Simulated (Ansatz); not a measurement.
# Y2SOF2 (built on the sites of a database entry of YSF): a soft mode frozen in

Which phase does Y2SOF2 (built on the sites of a database entry of YSF) fall into along its unstable mode, and how much energy does it gain?

Method: DFT PBEsol, scalar-relativistic, plane waves, PAW, in Ansatz 0.2.0.

The structure was built from a prototype and need not be the compound's stable phase.

## (1) The structure

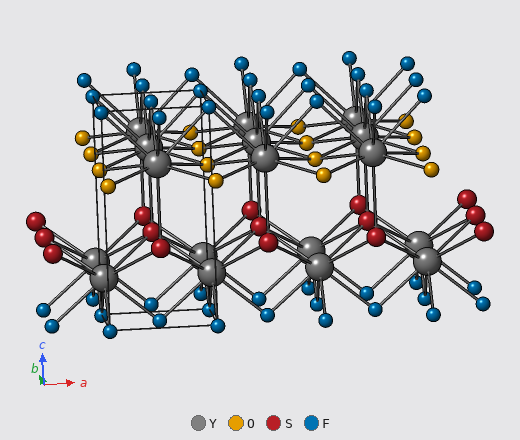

Start, viewed slightly off an axis; yttrium grey, oxygen orange, sulfur red, fluorine blue. 3×2×1 cells are drawn. Some periodic images of atoms are drawn too.

## (2) The dispersion

The cell comes from relaxations at this level that are not shown. The mesh has a single point along some directions, so zone-edge points there are not solved. Linear response on a 2×2×1 q mesh gives force constants as far as a supercell of that size would, and the tensors from the zone-centre run are typed in so that the long-range dipole term is interpolated apart.

Input file input.yaml:

```yaml
crystal:
  lattice:
    - [3.4651963628, 0.0, 0.0]
    - [0.0, 3.4651963628, 0.0]
    - [0.0, 0.0, 7.1008233715]
  atoms:
    - { symbol: "Y", position: [0.0, 0.5, 0.2022743338] }
    - { symbol: "Y", position: [0.5, 0.0, 0.7487887792] }
    - { symbol: O, position: [0.0, 0.5, 0.6950974598] }
    - { symbol: S, position: [0.5, 0.0, 0.3631213668] }
    - { symbol: F, position: [0.0, 0.0, -0.0046409698] }
    - { symbol: F, position: [0.5, 0.5, -0.0046409698] }
kpoints:
  mp_grid: { grid: [8, 8, 4] }
hamiltonian:
  xc: pbesol
scf:
  occupations: { method: fixed }
output:
  eigenvalues: true
phonons:
  method: dfpt
  qmesh: [2, 2, 1]
  temperatures: { t_max: 1000, t_step: 50 }
  qpath:
    path:
      - [[0.0, 0.0, 0.0], [0.0, 0.5, 0.0], [0.5, 0.5, 0.0], [0.0, 0.0, 0.0], [0.0, 0.0, 0.5], [0.0, 0.5, 0.5], [0.5, 0.5, 0.5], [0.0, 0.0, 0.5]]
      - [[0.0, 0.5, 0.0], [0.0, 0.5, 0.5]]
      - [[0.5, 0.5, 0.0], [0.5, 0.5, 0.5]]
    npoints: 10
  non_analytic_term:
    high_frequency_dielectric_tensor: [[5.421, 0.0, 0.0], [0.0, 5.421, 0.0], [0.0, 0.0, 4.3488]]
    born_effective_charges:
      - { species: "Y", tensor: [[3.8837, 0.0, 0.0], [0.0, 3.8837, 0.0], [0.0, 0.0, 3.3588]] }
      - { species: "Y", tensor: [[4.0958, 0.0, 0.0], [0.0, 4.0958, 0.0], [0.0, 0.0, 4.0153]] }
      - { species: O, tensor: [[-3.1732, 0.0, 0.0], [0.0, -3.1732, 0.0], [0.0, 0.0, -1.6871]] }
      - { species: S, tensor: [[-2.2778, 0.0, 0.0], [0.0, -2.2778, 0.0], [0.0, 0.0, -1.4452]] }
      - { species: F, tensor: [[-1.0701, 0.0, 0.0], [0.0, -1.4585, 0.0], [0.0, 0.0, -2.121]] }
      - { species: F, tensor: [[-1.4585, 0.0, 0.0], [0.0, -1.0701, 0.0], [0.0, 0.0, -2.121]] }
    source: "zone-centre run at this cell"
```

Launch:

```sh
ansatz run input.yaml --threads 8 --pin off --max-ram 14336MiB --backend cpu --events-out ev --progress --plain --runs-dir out
```

Numbers of over 12 decimals in the logs are rounded to 6 here.

Output:

```text
Warning: phonons: the dynamical matrix that this run interpolates holds no multipole term above the dipole-dipole one, and a site of this crystal is no centre of inversion, so its interpolated transverse optical and acoustic branches and sound speeds can stay off near Gamma, and the density of states and the thermodynamics with them. What a run solves at a wave vector of phonons.qpoints, Gamma apart, where the deck admits one, is free of this, and under fd what a larger phonons.supercell samples
Engine: ansatz 0.2.0, aarch64-unknown-linux-gnu
Pseudopotentials: kind: paw
Pseudopotential: Y, paw, valence charge 11, recommended cutoff 420 eV (normal), Y.paw.azcp
Pseudopotential: O, paw, valence charge 6, recommended cutoff 420 eV (normal), O.paw.azcp
Pseudopotential: S, paw, valence charge 6, recommended cutoff 420 eV (normal), S.paw.azcp
Pseudopotential: F, paw, valence charge 7, recommended cutoff 420 eV (normal), F.paw.azcp
Functional definition: PBEsol
  exchange = pbesol_x
  correlation = pbesol_c
Crystal: 6 atoms, lattice volume = 85.264 Å³
Basis set: ecut = 420 eV, 1643 PW (Γ), exchange–correlation on 48×48×96 points (8 copies of the dense FFT grid, shifted against one another)
Bands: 30, of which v1, the nominal top of the filled ones, is band 24 counted from 1 (23 counted from 0)
Symmetry: 8 space group operations
k-points: 45 of 256 (time reversal used)
Non-local potential: Y, projectors of the file, l = 0: 3, l = 1: 2, l = 2: 2, l = 3: 1
Non-local potential: O, projectors of the file, l = 0: 2, l = 1: 2, l = 2: 1
Non-local potential: S, projectors of the file, l = 0: 2, l = 1: 2, l = 2: 2
Non-local potential: F, projectors of the file, l = 0: 2, l = 1: 2, l = 2: 1
PAW form: soft (Blöchl's): semilocal exchange-correlation on the pseudo side does not see the compensation charge
PAW frozen core: Y, regenerated for the run's functional, and the local potential with it (the file was generated under x = pbe(κ = 0.804, μ = 0.219515), c = pbe(β = 0.066725))
PAW frozen core: O, regenerated for the run's functional, and the local potential with it (the file was generated under x = pbe(κ = 0.804, μ = 0.219515), c = pbe(β = 0.066725))
PAW frozen core: S, regenerated for the run's functional, and the local potential with it (the file was generated under x = pbe(κ = 0.804, μ = 0.219515), c = pbe(β = 0.066725))
PAW frozen core: F, regenerated for the run's functional, and the local potential with it (the file was generated under x = pbe(κ = 0.804, μ = 0.219515), c = pbe(β = 0.066725))
PAW one-centre angular grid: Y, 590 points (default); XC on 64 Gauss nodes
PAW one-centre angular grid: O, 110 points (default); XC on 64 Gauss nodes
PAW one-centre angular grid: S, 110 points (default); XC on 64 Gauss nodes
PAW one-centre angular grid: F, 110 points (default); XC on 64 Gauss nodes
Initial density: superposition of atomic densities (neutral atoms: chi_scale 0, normalization atom), corrected by the library's trained network
Initial wavefunctions: pseudopotential atomic-orbital guess
Functional: x = pbesol(κ = 0.804, μ = 0.123457), c = pbesol(β = 0.046)
SCF iter   1: F=—  HF=-10648.353211 eV  |F-HF|=—  |Δ(HF+E_count)|=         —  Δρ=1.57e-2  dr2=1.70e-1  ethr=1.77e-3  ⟨swp⟩=5.0  Hψ=5246  notcnv=0  defer=167
preconditioner: auto → none  [insulator: Δε(μ)=1.627 eV  Ē_g=15.981 eV  n_scr=16 (ndim 8)  ℏωp=26.7 eV  f_vac=0.000  ε∞_Penn≈3.8]
SCF iter   2: F=—  HF=-10648.344627 eV  |F-HF|=—  |Δ(HF+E_count)|=   8.58e-3  Δρ=1.32e-2  dr2=1.39e-1  ethr=3.54e-4  ⟨swp⟩=2.2  Hψ=2771  notcnv=0  defer=177
SCF iter   3: F=—  HF=-10648.314136 eV  |F-HF|=—  |Δ(HF+E_count)|=   3.05e-2  Δρ=2.12e-3  dr2=3.00e-3  ethr=2.89e-4  ⟨swp⟩=2.0  Hψ=2010  notcnv=0  defer=174
SCF iter   4: F=—  HF=-10648.314028 eV  |F-HF|=—  |Δ(HF+E_count)|=   1.08e-4  Δρ=9.18e-4  dr2=3.78e-4  ethr=6.24e-6  ⟨swp⟩=2.0  Hψ=2319  notcnv=0  defer=180
SCF iter   5: F=—  HF=-10648.314254 eV  |F-HF|=—  |Δ(HF+E_count)|=   2.26e-4  Δρ=3.42e-4  dr2=8.46e-5  ethr=7.87e-7  ⟨swp⟩=2.7  Hψ=2278  notcnv=0  defer=180
SCF iter   6: F=—  HF=-10648.314267 eV  |F-HF|=—  |Δ(HF+E_count)|=   1.39e-5  Δρ=1.11e-4  dr2=5.59e-6  ethr=1.76e-7  ⟨swp⟩=2.0  Hψ=1826  notcnv=0  defer=65
SCF iter   7: F=—  HF=-10648.314269 eV  |F-HF|=—  |Δ(HF+E_count)|=   1.67e-6  Δρ=3.17e-5  dr2=1.33e-6  ethr=1.16e-8  ⟨swp⟩=2.0  Hψ=2227  notcnv=0  defer=64
SCF iter   8: F=—  HF=-10648.314267 eV  |F-HF|=—  |Δ(HF+E_count)|=   1.76e-6  Δρ=1.07e-5  dr2=3.80e-8  ethr=2.77e-9  ⟨swp⟩=2.0  Hψ=1790  notcnv=0  defer=64
SCF iter   9: F=—  HF=-10648.314267 eV  |F-HF|=—  |Δ(HF+E_count)|=   2.26e-8  Δρ=3.22e-6  dr2=4.60e-9  ethr=7.91e-11  ⟨swp⟩=2.0  Hψ=1906  notcnv=0  defer=64
SCF iter  10: F=—  HF=-10648.314267 eV  |F-HF|=—  |Δ(HF+E_count)|=   1.82e-9  Δρ=3.74e-7  dr2=4.72e-11  ethr=9.59e-12  ⟨swp⟩=2.1  Hψ=1942  notcnv=0  defer=64
SCF iter  11: F=-10648.314267 eV  HF=-10648.314267 eV  |F-HF|=3.64e-12  |Δ(HF+E_count)|=  6.18e-11  Δρ=8.56e-8  dr2=5.15e-12  ethr=1.00e-12  ⟨swp⟩=12.3  Hψ=7345  notcnv=0
SCF 1 converged in 11 iterations: F = -10648.314267 eV  dr2 = 5.15e-12
  greatest PAW one-centre occupation: 0.993 electrons in one spin orbital (limit 2), on the Y atom at site 0 (counted from 0), in its partial waves of l = 0
NSCF: frozen V_eff on 45 k-points
NSCF: frozen V_eff on 75 k-points
DFPT response loops at q = (0, 0, 0) (fractional): preconditioner auto → Resta (q_TF=auto, 2.479 Å⁻¹)  ε∞=5.7 (no band partly filled); β = 1.00, the filter's whole step (`scf.mixing.beta` (0.50) is not read by the response loops at its default; to damp them type it under 1.00, their step now; it binds the ground state too); Broyden in place of MSR1
NSCF: frozen V_eff on 150 k-points
DFPT response loops at q = (0, -0.5, 0) (fractional): mixed as the last ones told, above
NSCF: frozen V_eff on 150 k-points
DFPT response loops at q = (-0.5, -0.5, 0) (fractional): mixed as the last ones told, above
SCF converged after 11 iterations
Free energy (F): -10648.314267 eV
Harris-Foulkes:  -10648.314267 eV  (|F-HF|=3.64e-12)
Internal energy: -10648.314267 eV  (E = F + TS)
E sigma→0 (E₀):  -10648.314267 eV
Fermi energy:    9.481547 eV
--- Per-component energies (eV) ---
  E_band       = -191.150720
  E_kinetic    = 1307.846387
  E_local      = -2894.514927  (includes V_loc(G=0)·N_el)
  E_nonlocal   = 326.216440
  E_hartree    = 1068.418688
  E_xc         = -674.633791
  E_vxc        = -786.667623  (∫ρ·V_xc dr)
  E_paw        = -6670.262122  (= ΣΔE_a)
  E_vpaw       = -280.874790  (= ΣTr[D̂ρ^β])
  E_aug_tail   = 0.006426  (compensation charges beyond the density's cutoff)
  E_ewald      = -3111.871037
  E_core_change = 0.479668  (= ΣΔE_core)
  E_smearing   = -0.000000  (= −TS)
  E_closure    = -0.000000  (closes the sum)
  Σ components = -10648.314267   (vs F -10648.314267, Δ=0.00e0)
--- Band table (eV; the first three rows and the last of 45) ---
  k-point 0: bands = [... 20 lower, 8.5995, 9.3202, 9.3202, 9.4815, 11.3253, 12.9058, 13.5081, 14.6822, ... 2 higher]
  k-point 1: bands = [... 20 lower, 8.6417, 9.2771, 9.2771, 9.2933, 11.4523, 12.7193, 13.5857, 14.6908, ... 2 higher]
  k-point 2: bands = [... 20 lower, 8.6905, 9.1083, 9.2277, 9.2277, 11.6268, 12.4880, 13.6571, 14.6998, ... 2 higher]
  k-point 44: bands = [... 20 lower, 7.8686, 8.3196, 8.3196, 9.0653, 14.4308, 14.4308, 14.6755, 15.2378, ... 2 higher]
--- Phonons (Γ-DFPT): 11 representative perturbations + reference (Σ response iterations 33) ---
  ASR residual: 6.554e-5 → 0.000e0 eV/Å²; symmetrization residual: 3.109e-6 eV/Å²
  ASR residual per site (eV/Å²): 2.76e-5 1.40e-5 3.95e-5 4.57e-5 6.55e-5 6.55e-5
  Γ frequencies (cm⁻¹): -124.43 -124.43 0.00 0.00 0.00 124.39 124.39 204.30 223.04 223.04 254.97 271.68 283.80 283.80 339.38 434.55 434.55 438.99
--- Phonons (arbitrary-q DFPT): 3 irreducible q on the 2×2×1 mesh ---
  q = [0.0000, 0.0000, 0.0000] (star 1, of the zone-centre solve; hermiticity 4.05e-7, symmetrization 1.98e-13): -124.43 -124.43 -0.00 -0.00 0.00 124.39 124.39 204.30 223.04 223.04 254.97 271.68 283.80 283.80 339.38 434.55 434.55 438.99
  q = [0.0000, -0.5000, 0.0000] (star 2, 18 solved perturbations on 75 of 256 k-point pairs; hermiticity 2.57e-7, symmetrization 2.36e-8): -63.43 107.47 147.22 154.66 185.12 222.06 240.39 245.77 250.61 260.22 297.52 305.46 313.72 327.19 365.13 390.95 419.94 429.81
  q = [-0.5000, -0.5000, 0.0000] (star 1, 11 solved perturbations in 705 linear systems a pass and spin channel, the states on 75 of 256 k-point pairs; hermiticity 5.08e-7, symmetrization 1.85e-8): -117.96 -117.96 63.44 112.41 122.79 204.32 204.32 238.23 238.23 248.05 296.22 301.42 320.72 320.72 348.36 348.36 423.73 494.25
  sum rule: each row above includes the acoustic sum rule's correction from the zone centre's row sums; it moved no ω² by more than (0.97 cm⁻¹)²
  mesh force constants: q→R imaginary residual 0.00e0; ASR residual 6.554e-5 → 0.000e0 eV/Å²; symmetrization residual 7.105e-15 eV/Å²
  interpolated dispersion: 94 rows × 18 modes
  density of states and harmonic sums: on the 18×18×9 q-mesh, interpolated from the force constants of a 2×2×1 supercell (with the dipole–dipole term of supplied tensors)
  largest difference from the sums on the solved wave vectors: F 1.90e-1 eV, S 2.80e-4 and C_V 8.96e-5 eV/K
  zero-point energy: 0.274436 eV/cell   skipped modes (ω ≤ 0): 348, of them read as no rigid motion or as one in doubt: 345 (1.205e0 modes/cell left out, lowest -124.43 cm⁻¹)   left out of the sums: 6.70e-2 of the cell's modes: C_V's classical limit lies that fraction below 3 k_B per atom; for a crystal, a wire or a layer, F and S can be off by more, and a phonons.interpolated_qmesh denser along its periods is the remedy for the sampling
```

Elapsed: 74 s, on 8 threads of Arm Neoverse V2, shared host; peak memory 0.92 GiB; 9.2 min of CPU time.

Numbers from this step:

| Quantity | Value |
| --- | --- |
| gap on the k-mesh | 1.844 eV |
| volume per atom | 14.21 Å³ |
| sum-rule residual before enforcement | 6.55e-5 eV/Å² |
| point group | 4mm |
| highest optical mode at the zone centre (no LO-TO term) | 439.0 cm⁻¹ |
| lowest optical zone-centre mode | -124.4 cm⁻¹ |
| lowest mode on the q mesh (acoustic modes at Γ apart) | -124.4 cm⁻¹ |
| highest frequency at a solved wavevector (no LO-TO term at Γ) | 494.2 cm⁻¹ |

Frequencies (cm⁻¹) solved at each irreducible wavevector; negative means imaginary. Frequencies by wavevector, by row:

```tsv
q in reciprocal lattice units	star	mode 1	mode 2	mode 3	mode 4	mode 16	mode 17	mode 18
0 0 0	1	-124.4	-124.4	0	0	434.6	434.6	439
0 -0.5 0	2	-63.4	107.5	147.2	154.7	390.9	419.9	429.8
-0.5 -0.5 0	1	-118	-118	63.4	112.4	348.4	423.7	494.2
```

Symmetry leaves 3 wavevectors to solve. The lowest mode among them, the acoustic zeros apart, lies at Γ and is imaginary, 124.4i cm⁻¹, so the energy falls along it.

## (3) The mode frozen in, largest atomic shift 0 Å

The mode followed lies at Γ with frequency 124.4i cm⁻¹ and is 2-fold degenerate, the softest among the wavevectors solved. At small amplitude the distorted cell has space group no. 1 by a symmetry search on the positions. The undistorted cell that holds it gives the zero of energy on the same k mesh.

Input file input.yaml:

```yaml
crystal:
  lattice:
    - [3.4651963628, 0.0, 0.0]
    - [0.0, 3.4651963628, 0.0]
    - [0.0, 0.0, 7.1008233715]
  atoms:
    - { symbol: "Y", position: [0.0, 0.5, 0.2022743338] }
    - { symbol: "Y", position: [0.5, 0.0, 0.7487887792] }
    - { symbol: O, position: [0.0, 0.5, 0.6950974598] }
    - { symbol: S, position: [0.5, 0.0, 0.3631213668] }
    - { symbol: F, position: [0.0, 0.0, 0.9953590302] }
    - { symbol: F, position: [0.5, 0.5, 0.9953590302] }
kpoints:
  mp_grid: { grid: [8, 8, 4] }
hamiltonian:
  xc: pbesol
scf:
  occupations: { method: gaussian, width: 0.02 }
output:
  forces: true
  stress: true
  eigenvalues: true
```

Output:

```text
[...]
Crystal: 6 atoms, lattice volume = 85.264 Å³
Basis set: ecut = 420 eV, 1643 PW (Γ), exchange–correlation on 48×48×96 points (8 copies of the dense FFT grid, shifted against one another)
Bands: 30, of which v1, the nominal top of the filled ones, is band 24 counted from 1 (23 counted from 0)
Symmetry: 8 space group operations
[...]
k-points: 45 of 256 (time reversal used)
[...]
k-point 0: bands = [... 20 lower, 8.5994, 9.3201, 9.3201, 9.4815, 11.3253, 12.9058, 13.5081, 14.6821, ... 1 higher]
  k-point 1: bands = [... 20 lower, 8.6417, 9.2771, 9.2771, 9.2933, 11.4523, 12.7193, 13.5857, 14.6908, ... 1 higher]
  k-point 2: bands = [... 20 lower, 8.6905, 9.1082, 9.2276, 9.2276, 11.6268, 12.4880, 13.6571, 14.6997, ... 1 higher]
  k-point 44: bands = [... 20 lower, 7.8686, 8.3196, 8.3196, 9.0653, 14.4308, 14.4308, 14.6755, 15.2378, ... 1 higher]
[key lines of the parts left out:]
SCF converged after 7 iterations
Free energy (F): -10648.314267 eV
Fermi energy:    10.403423 eV
P = ⅓ Tr σ = 0.0006 GPa (0.006 kbar)
```

It took 1.2 s on 8 threads; peak memory 0.44 GiB.

This step gave:

```
pressure                         : 5.66e-4 GPa
energy from the undistorted cell : 0 meV/atom
```

At this level the gap is 1.84 eV on the k-mesh of the self-consistent run, which can miss the band edges.

## (4) The mode frozen in, largest atomic shift 0.14 Å

The atoms are moved along the unstable eigenvector, the largest shift by 0.14 Å, with the cell fixed.

input.yaml, the sections that differ from step 3:

```yaml
crystal:
  lattice:
    - [3.4651963628, 0.0, 0.0]
    - [0.0, 3.4651963628, 0.0]
    - [0.0, 0.0, 7.1008233715]
  atoms:
    - { symbol: "Y", position: [-0.002498066, 0.5028689619, 0.2022743338] }
    - { symbol: "Y", position: [0.5097491687, -0.0111966592, 0.7487887792] }
    - { symbol: O, position: [-0.0265308204, 0.5304699366, 0.6950974598] }
    - { symbol: S, position: [0.4961875747, 0.0043784684, 0.3631213668] }
    - { symbol: F, position: [-0.0010783446, 0.0046840843, 0.9953590302] }
    - { symbol: F, position: [0.4959214684, 0.5012384499, 0.9953590302] }
# kpoints, hamiltonian, scf, output: as in step 3
```

Output:

```text
[...]
Crystal: 6 atoms, lattice volume = 85.264 Å³
Basis set: ecut = 420 eV, 1643 PW (Γ), exchange–correlation on 48×48×96 points (8 copies of the dense FFT grid, shifted against one another)
Bands: 30, of which v1, the nominal top of the filled ones, is band 24 counted from 1 (23 counted from 0)
Symmetry: 1 space group operations
[...]
k-points: 132 of 256 (time reversal used)
[...]
k-point 0: bands = [... 20 lower, 8.5285, 9.2466, 9.2638, 9.4451, 11.4499, 13.0639, 13.5303, 14.6832, ... 1 higher]
  k-point 1: bands = [... 20 lower, 8.5668, 9.1785, 9.2110, 9.3019, 11.5576, 12.8925, 13.6042, 14.6904, ... 1 higher]
  k-point 2: bands = [... 20 lower, 8.6086, 9.0274, 9.1697, 9.2244, 11.6981, 12.6909, 13.6719, 14.6969, ... 1 higher]
  k-point 131: bands = [... 20 lower, 7.8690, 8.2853, 8.3175, 8.9965, 14.4065, 14.4536, 14.7545, 15.2703, ... 1 higher]
[key lines of the parts left out:]
SCF converged after 7 iterations
Free energy (F): -10648.325631 eV
Fermi energy:    10.447501 eV
P = ⅓ Tr σ = 0.6492 GPa (6.492 kbar)
```

Wall time 3 s (8 threads); peak memory 0.59 GiB.

Numbers from this step:

```yaml
pressure: 0.6492 GPa
gap_on_the_k_mesh: 2.005 eV
energy_from_the_undistorted_cell: -1.894 meV/atom
```

The energy, extrapolated to zero smearing, is -1.89 meV/atom against the undistorted cell.

The run ends at a pressure of 0.65 GPa, with forces up to 0.15 eV/Å.

## (5) Energy along the mode, all amplitudes (two of the runs are shown above)

An imaginary frequency means negative curvature, so the energy should fall and then rise again as anharmonic terms take over.

This step gave:

| Quantity | Value |
| --- | --- |
| depth at the lowest point sampled | 1.894 meV/atom |
| largest atomic shift at that point | 0.14 Å |

Table of energy from the parent by largest atomic shift:

```tsv
largest atomic shift (Å)	energy from the parent (meV/atom)
0.000	0
0.040	-0.221
0.080	-0.814
0.140	-1.89
0.220	-1.44
0.320	10.3
```

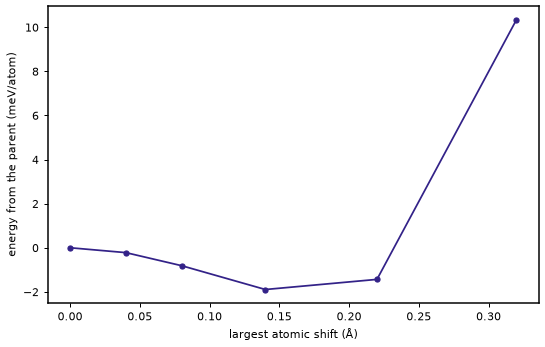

Energy from the parent, plotted against largest atomic shift.

Displacement at unit largest shift by atom:

```tsv
atom	x (Å)	y (Å)	z (Å)	size
Y1	-0.06	0.07	0.00	0.09
Y2	0.24	-0.28	0.00	0.37
O3	-0.66	0.75	0.00	1.00
S4	-0.09	0.11	0.00	0.14
F5	-0.03	0.12	0.00	0.12
F6	-0.10	0.03	0.00	0.11
```

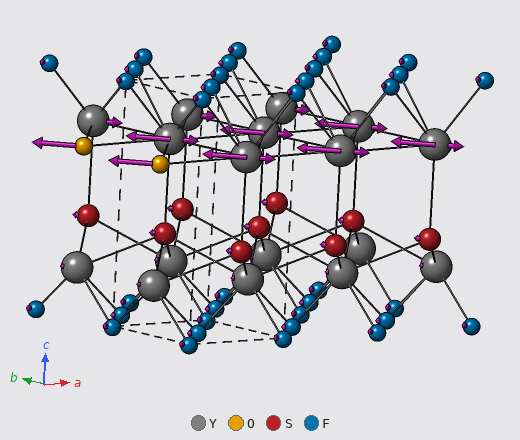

Displacement at unit largest shift as arrows, the longest 1.00 Å. 3×2×1 cells are drawn. Some periodic images of atoms are drawn too.

The lowest of the steps tried is at 0.14 Å, 1.89 meV/atom below the parent; the bottom of the well need not coincide with a step.

[end of part 1 of 3]

[Logs are printed without paths, hosts, clocks, repeated set-up lines and the standing remarks that a program may print on its own settings, such as how far it seeks lower states.]

[Hosts, paths, dates, database ids (printed as entryN), source tags and the programs' standing remarks are cut or masked in the printed files.]
